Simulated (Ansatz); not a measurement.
Run report: CH6O2Si, molecular dynamics (part 3 of 3)

CH6O2Si; RHF/def2-SVP (Ansatz 0.2.0). It belongs to a series of runs on one base structure; here: dynamics from the highest image of the converged band.

Geometry of the input (Å):
```
Si 0.1799  0.0719  -0.4069
O  0.4330  0.2322  1.4109
C  -0.0839  -0.4610  2.5216
H  -0.6583  -1.3343  2.2087
H  0.7326  -0.7863  3.1645
H  -0.7299  0.2079  3.0898
H  1.3991  -0.0417  0.6603
O  -0.6109  1.4039  -0.9759
H  -1.5549  1.4174  -0.9944
H  -0.8295  -1.0343  -0.4547
```

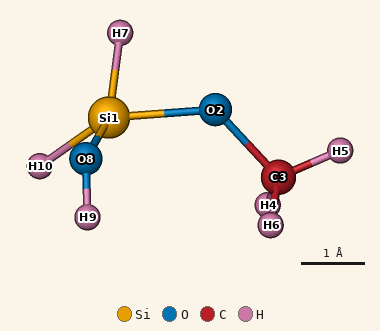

**Figure 1.** The geometry at step 105 of the log (ball-and-stick view, seen at a tilt; atoms are numbered from 1 in the order of the input).

Trajectory as extended XYZ, continued
```
10
Properties=species:S:1:pos:R:3:forces:R:3 step=11 time_fs=5.5 energy=-13053.12139 temperature=228.1
Si    0.1996    0.0716   -0.4180   -1.4073   0.9029   1.2420
O     0.4480    0.2096    1.4123   -0.2579  -0.4573   0.4018
C    -0.0961   -0.4532    2.5457   -0.2204   0.3047  -0.5891
H    -0.6707   -1.3446    2.2563    0.2259   0.1439   0.0193
H     0.6790   -0.7511    3.2712   -0.1912   0.2822  -0.4570
H    -0.7842    0.2562    3.0021   -0.0213  -0.1256   0.3819
H     1.4337   -0.0920    0.5485    0.5366  -0.1201  -0.8899
O    -0.6371    1.4169   -0.9703   -0.4773  -0.4594  -0.0705
H    -1.6012    1.3376   -1.0379    1.4436   0.0677   0.1366
H    -0.9237   -0.9082   -0.4573    0.3692  -0.5390  -0.1750
10
Properties=species:S:1:pos:R:3:forces:R:3 step=21 time_fs=10.5 energy=-13054.21979 temperature=1290.8
Si    0.2062    0.0789   -0.4149   -1.3904   0.8660   5.2421
O     0.4561    0.1824    1.4190   -1.3338  -0.5053  -0.3303
C    -0.1142   -0.4348    2.5540   -0.5707   1.0403  -1.2048
H    -0.6541   -1.3521    2.2941    0.0446  -0.0542   0.0449
H     0.6364   -0.6766    3.3043    0.2384   0.0337  -0.1063
H    -0.8333    0.2624    3.0006   -0.0093  -0.2277   0.2312
H     1.5922   -0.1621    0.1824    0.4445   0.0989  -3.2870
O    -0.6515    1.4222   -0.9652    2.8091  -0.5955   0.0940
H    -1.5598    1.2653   -1.0643   -1.1338  -0.1759  -0.1526
H    -0.9152   -0.9148   -0.5081    0.9014  -0.4803  -0.5312
10
Properties=species:S:1:pos:R:3:forces:R:3 step=32 time_fs=16.0 energy=-13056.49659 temperature=3486.4
Si    0.2036    0.0940   -0.3649    1.8770  -0.4032   2.7407
O     0.4464    0.1457    1.4135   -0.3917   0.4666  -3.5862
C    -0.1450   -0.3967    2.5405    0.3179  -0.9521   0.4984
H    -0.6219   -1.3730    2.3436    0.0910   0.2802  -0.0297
H     0.6391   -0.5770    3.3019   -0.2946   0.0493  -0.4396
H    -0.8893    0.2286    3.0416   -0.0476   0.3509  -0.4624
H     1.7612   -0.1854   -0.9339   -2.8150   0.9202   0.7901
O    -0.6385    1.4152   -0.9591    1.1847  -0.8552   0.4779
H    -1.5445    1.1935   -1.1010   -0.1960   0.2023  -0.0854
H    -0.6919   -1.0476   -0.6851    0.2744  -0.0589   0.0962
10
Properties=species:S:1:pos:R:3:forces:R:3 step=42 time_fs=21.0 energy=-13055.17963 temperature=2217.0
Si    0.2129    0.1050   -0.2953    0.9059  -1.1034  -3.3906
O     0.4298    0.1179    1.3592   -0.0764   0.6096  -1.9668
C    -0.1701   -0.3728    2.5310    0.3282  -0.5226  -0.1710
H    -0.5928   -1.3625    2.3735   -0.1674  -0.0943  -0.1518
H     0.6257   -0.4859    3.2501    0.1806   0.0186   0.3891
H    -0.9428    0.2613    2.9780    0.1732   0.2851  -0.5611
H     1.3707   -0.0125   -1.8314   -0.8121   0.4469   3.6129
O    -0.6109    1.3954   -0.9465   -1.3755  -0.6874   0.7724
H    -1.5333    1.1815   -1.1499    1.1276   0.5440   0.2810
H    -0.4086   -1.1802   -0.8184   -0.2839   0.5035   1.1859
10
Properties=species:S:1:pos:R:3:forces:R:3 step=53 time_fs=26.5 energy=-13054.19939 temperature=1269.3
Si    0.2319    0.1074   -0.2528   -0.3276  -0.6957  -7.8847
O     0.4110    0.0970    1.2746    0.6065   0.2515   4.1037
C    -0.1877   -0.3566    2.5147    1.3192   0.1701  -1.2715
H    -0.5980   -1.3672    2.3740    0.0814   0.4160   0.1004
H     0.6268   -0.3744    3.2624   -0.7062   0.0070  -0.3481
H    -0.9599    0.3602    2.7797   -0.0284  -0.1344   0.2067
H     0.7493    0.2829   -1.8983    2.4338  -0.7690   2.6553
O    -0.5898    1.3669   -0.9156   -1.1157   1.1736   1.7539
H    -1.4719    1.2603   -1.1786   -1.2941   0.1398  -0.0879
H    -0.1851   -1.2337   -0.6722   -0.9688  -0.5589   0.7722
10
Properties=species:S:1:pos:R:3:forces:R:3 step=63 time_fs=31.5 energy=-13054.71590 temperature=1772.4
Si    0.2454    0.1003   -0.2744   -3.5407  -3.0598  -0.3784
O     0.4036    0.0832    1.2520    1.6815   0.7196   4.3363
C    -0.1845   -0.3337    2.4726   -0.3247   1.3309  -1.6798
H    -0.6065   -1.3286    2.3835   -0.0055  -0.2022   0.0026
H     0.5427   -0.2771    3.2603    0.3544  -0.1019   0.3229
H    -0.9676    0.4116    2.6318   -0.1374  -0.4555   0.6401
H     0.7949    0.3883   -1.4183    5.8015  -0.4514  -3.4752
O    -0.6023    1.3576   -0.8663   -3.3397   1.5480   0.4338
H    -1.5022    1.3888   -1.1556    0.0056   0.1776   0.4971
H    -0.1973   -1.3617   -0.3560   -0.4949   0.4948  -0.6993
10
Properties=species:S:1:pos:R:3:forces:R:3 step=74 time_fs=37.0 energy=-13055.68718 temperature=2707.6
Si    0.2399    0.0703   -0.3215    1.7083  -0.5339  -0.3603
O     0.4247    0.0817    1.2913    2.4889   1.6936  -1.8685
C    -0.1857   -0.2857    2.4010   -1.3960  -0.7032   3.0965
H    -0.6038   -1.3142    2.3931    0.3644   0.2797  -0.2160
H     0.4850   -0.1986    3.2863   -0.2658  -0.2432  -0.6725
H    -1.0246    0.3747    2.6230   -0.2738   0.0978   0.0844
H     1.8751    0.2929   -1.1828   -3.4036  -0.6133   1.7567
O    -0.6600    1.3671   -0.8035   -0.7415  -0.3709  -0.5281
H    -1.5788    1.5730   -1.0230    1.3792  -0.6995   0.4617
H    -0.3416   -1.3725   -0.2049    0.1398   1.0930  -1.7537
10
Properties=species:S:1:pos:R:3:forces:R:3 step=84 time_fs=42.0 energy=-13054.83873 temperature=1888.8
Si    0.2445    0.0392   -0.3667    2.5674   2.6798   3.0736
O     0.4802    0.1046    1.3070    1.0315   1.0165  -3.1815
C    -0.2165   -0.2486    2.3843   -1.4439  -0.9485   1.8566
H    -0.5469   -1.2902    2.3536   -0.1155  -0.2321  -0.1127
H     0.4298   -0.1739    3.2382    0.3329   0.0477   0.7108
H    -1.1170    0.3388    2.6369    0.2365   0.2184  -0.5384
H     2.2670    0.0647   -0.6633   -4.1480   0.0817  -0.3076
O    -0.7108    1.3684   -0.7497    3.2735  -1.5752  -0.1793
H    -1.5861    1.6358   -0.8497   -1.3280  -0.0844  -0.1512
H    -0.4700   -1.1788   -0.4700   -0.4064  -1.2039  -1.1704
10
Properties=species:S:1:pos:R:3:forces:R:3 step=95 time_fs=47.5 energy=-13055.37920 temperature=2396.8
Si    0.2701    0.0241   -0.3890   -4.3262   0.6823   2.1479
O     0.5538    0.1445    1.2793   -2.8060  -0.9796   1.5694
C    -0.2722   -0.2280    2.4060    2.2291  -0.4900  -0.9053
H    -0.5094   -1.3005    2.2869   -0.3010   0.4731   0.3062
H     0.3942   -0.1405    3.2924   -0.8176   0.0889  -0.4380
H    -1.1789    0.3604    2.5326    0.0132   0.1739  -0.1496
H     1.6394   -0.1589   -0.2143    2.4296   0.2422  -2.9121
O    -0.7314    1.3507   -0.6957    2.3201  -0.5859  -0.4713
H    -1.6391    1.5845   -0.6677   -0.1492  -0.4674  -0.0264
H    -0.6211   -1.1251   -1.0388    1.4082   0.8625   0.8792
10
Properties=species:S:1:pos:R:3:forces:R:3 step=105 time_fs=52.5 energy=-13055.51460 temperature=2531.2
Si    0.2545    0.0216   -0.3904    0.3423  -0.4966   1.1671
O     0.5834    0.1677    1.2703   -2.7480  -1.8119   1.7223
C    -0.2903   -0.2147    2.4063    0.7311   1.0921  -2.8964
H    -0.5529   -1.2588    2.2871   -0.1788  -0.2434   0.2002
H     0.2462   -0.0818    3.3233    0.3669   0.2107   0.4328
H    -1.2015    0.4060    2.3920    0.3288  -0.2528   0.1915
H     1.7207   -0.3858   -0.4006   -0.4947   1.0399  -1.8621
O    -0.7183    1.3270   -0.6545   -0.5183   0.7434  -0.2049
H    -1.6717    1.4048   -0.5019    1.5655  -0.3919  -0.3353
H    -0.4845   -0.9476   -1.3855    0.6053   0.1104   1.5849
10
Properties=species:S:1:pos:R:3:forces:R:3 step=116 time_fs=58.0 energy=-13053.92454 temperature=1005.6
Si    0.2254    0.0207   -0.3811    6.1880   0.4493   1.5277
O     0.5705    0.1624    1.2871   -0.8062  -2.0547  -0.9278
C    -0.2886   -0.1815    2.3539   -0.3681   0.0129   0.2020
H    -0.6313   -1.2374    2.3394    0.5314   0.4363  -0.0974
H     0.1263    0.0235    3.3686    0.2718  -0.1212  -1.1374
H    -1.1839    0.4242    2.2795   -0.4328   0.2265   0.1301
H     2.1795   -0.4648   -1.0096   -3.0818   1.4978   1.0651
O    -0.6957    1.3117   -0.6149    0.0561   1.5264  -0.5300
H    -1.5803    1.1461   -0.3721   -1.0308   0.2828   0.0028
H    -0.2161   -0.7952   -1.4211   -1.3276  -2.2560  -0.2350
10
Properties=species:S:1:pos:R:3:forces:R:3 step=126 time_fs=63.0 energy=-13055.20081 temperature=2238.2
Si    0.2498    0.0197   -0.3642    4.7256  -1.1212  -2.3637
O     0.5458    0.1263    1.2892    1.3445  -1.2995  -2.8651
C    -0.2985   -0.1446    2.3010   -2.4109   0.3121   0.8558
H    -0.6089   -1.1818    2.3654    0.0505  -0.4425  -0.1247
H     0.1170    0.1143    3.2481    0.6674   0.2396   0.6983
H    -1.2238    0.4611    2.2136    0.2020  -0.2497   0.0908
H     1.8380   -0.1593   -1.3335   -2.5141   1.1721   2.3452
O    -0.6847    1.3170   -0.5843   -1.1883   0.3009  -0.3838
H    -1.5437    1.0104   -0.3076   -0.2013   0.8688  -0.3164
H    -0.2281   -1.0724   -1.3610   -0.6755   0.2194   2.0636
10
Properties=species:S:1:pos:R:3:forces:R:3 step=137 time_fs=68.5 energy=-13055.74058 temperature=2764.6
Si    0.3112    0.0104   -0.3595   -6.4829  -1.8586   3.5411
O     0.5398    0.0642    1.2466    1.7472  -0.5133  -1.1020
C    -0.3495   -0.1007    2.2688    1.0785  -0.9416   1.7926
H    -0.5649   -1.1842    2.3751   -0.2895   0.6350   0.2132
H     0.2060    0.2390    3.1766   -0.9847  -0.3253  -0.4106
H    -1.2610    0.4696    2.1597   -0.3216   0.2116  -0.1136
H     1.0495    0.4709   -1.2562    6.0978   1.4833  -4.4920
O    -0.6910    1.3284   -0.5575   -2.7666  -1.1265   0.1983
H    -1.5914    1.0710   -0.3038    1.0040   1.0256  -0.3752
H    -0.3975   -1.3515   -0.8230    0.9177   1.4098   0.7483
10
Properties=species:S:1:pos:R:3:forces:R:3 step=147 time_fs=73.5 energy=-13054.38600 temperature=1451.1
Si    0.3352   -0.0013   -0.3498   -2.2770   4.0902  -3.2251
O     0.5614    0.0000    1.1943    1.4656   0.7240   4.1909
C    -0.3855   -0.0730    2.2666    0.7861  -0.0386  -1.6891
H    -0.5999   -1.1174    2.4290   -0.3832  -0.3734   0.2078
H     0.1320    0.3157    3.1064    0.1455   0.4096   1.0438
H    -1.3182    0.4938    2.0906    0.6177  -0.2231  -0.1434
H     1.1610    1.0804   -1.5614    0.0158  -3.3736   2.0954
O    -0.7226    1.3264   -0.5355    0.3494  -0.9477  -0.6382
H    -1.6255    1.3021   -0.3287   -1.0694  -0.0940   0.4147
H    -0.3885   -1.3158   -0.1692    0.3495  -0.1736  -2.2567
10
Properties=species:S:1:pos:R:3:forces:R:3 step=158 time_fs=79.0 energy=-13054.77717 temperature=1828.7
Si    0.3371    0.0213   -0.3654   -1.8750   3.5027  -1.2040
O     0.6103   -0.0582    1.2036    0.8166   1.3037   4.3749
C    -0.3984   -0.0466    2.2424    1.5766  -0.3971   0.2230
H    -0.7155   -1.0765    2.5280    0.4340   0.6041  -0.4500
H     0.0142    0.4403    3.1606   -0.1708  -0.4508  -0.9541
H    -1.2840    0.5019    1.9601   -0.1700   0.2474  -0.3484
H     1.3659    0.9298   -1.4375   -1.0844  -2.8547   1.9256
O    -0.7698    1.3089   -0.5180    0.5071  -0.8045  -0.6819
H    -1.6624    1.5310   -0.3147    0.1084  -0.5761   0.1530
H    -0.2839   -1.3088   -0.0332   -0.1424  -0.5748  -3.0381
10
Properties=species:S:1:pos:R:3:forces:R:3 step=168 time_fs=84.0 energy=-13056.39314 temperature=3391.9
Si    0.3169    0.0678   -0.3857   -5.6637  -2.4279   5.1784
O     0.6669   -0.0924    1.2758   -0.7029   0.5353  -0.4766
C    -0.3840   -0.0251    2.2130   -0.3322   0.5910  -1.3468
H    -0.7519   -0.9857    2.5371    0.0634  -0.6898  -0.1456
H    -0.0951    0.5042    3.0928    0.5843   0.4927   0.6603
H    -1.2420    0.5319    1.7848    0.3276  -0.3589   0.3945
H     1.4560    0.1984   -0.9872    4.2487   1.2081  -2.7493
O    -0.8054    1.2795   -0.5131    0.3474  -0.0291  -0.7058
H    -1.6654    1.6216   -0.2632    1.1181  -0.8695  -0.2062
H    -0.2102   -1.3951   -0.6062    0.0093   1.5480  -0.6029
10
Properties=species:S:1:pos:R:3:forces:R:3 step=179 time_fs=89.5 energy=-13054.63483 temperature=1692.1
Si    0.2685    0.0977   -0.3749    5.0310  -4.9226   0.3075
O     0.7181   -0.1197    1.3472   -1.3790   0.3818  -3.9447
C    -0.3691    0.0080    2.1682   -0.3253  -0.3178   2.0841
H    -0.7521   -0.9853    2.4983    0.2512   0.6394  -0.0455
H    -0.1153    0.6187    3.0678   -0.1882  -0.5676  -0.5572
H    -1.1736    0.5153    1.6613   -0.6419   0.2070   0.2030
H     1.9852   -0.3560   -0.8393   -2.7260   2.2514   0.4589
O    -0.8262    1.2425   -0.5230    1.2822   0.4924  -0.9514
H    -1.6143    1.5870   -0.1899   -0.8672   0.3872   0.5116
H    -0.1502   -1.1101   -1.3851   -0.4367   1.4487   1.9337
10
Properties=species:S:1:pos:R:3:forces:R:3 step=189 time_fs=94.5 energy=-13054.33543 temperature=1400.3
Si    0.2627    0.0847   -0.3591    5.9856  -2.7700  -0.2739
O     0.7421   -0.1381    1.3551   -2.5760   0.5713  -3.8259
C    -0.3644    0.0364    2.1556   -0.9080  -0.1788   0.1776
H    -0.7221   -0.9263    2.4751   -0.3214  -0.4761   0.5991
H    -0.1423    0.6517    2.9978    0.2427   0.4183   0.8667
H    -1.2089    0.5174    1.6262    0.3165  -0.1769   0.5042
H     1.9123   -0.3410   -0.6469   -2.2497   1.7600  -0.0225
O    -0.8364    1.2210   -0.5412   -0.5471   1.6677   0.4502
H    -1.5827    1.5590   -0.0832    0.2082   0.3097   0.2252
H    -0.1894   -0.5347   -1.6812   -0.1507  -1.1252   1.2994
10
Properties=species:S:1:pos:R:3:forces:R:3 step=200 time_fs=100.0 energy=-13054.12705 temperature=1203.1
Si    0.3013    0.0470   -0.3428   -3.7069   1.5994  -0.0467
O     0.7225   -0.1497    1.3032   -3.5886  -0.0322  -0.7608
C    -0.3731    0.0608    2.1611    0.2268  -1.1239   2.0410
H    -0.7356   -0.9100    2.5741    0.3231   0.6404  -0.1492
H    -0.1303    0.7145    3.0278    0.2127  -0.4473  -0.6807
H    -1.2272    0.5077    1.6778   -0.2106   0.1760  -0.1840
H     1.5624    0.1059   -0.5129    6.2463   0.8353  -1.9626
O    -0.8567    1.2247   -0.5523   -1.2627   1.4533   2.6722
H    -1.4709    1.6067    0.0949    1.3607  -0.1645  -0.9650
H    -0.2697   -0.2158   -1.6940    0.3992  -2.9365   0.0359
```
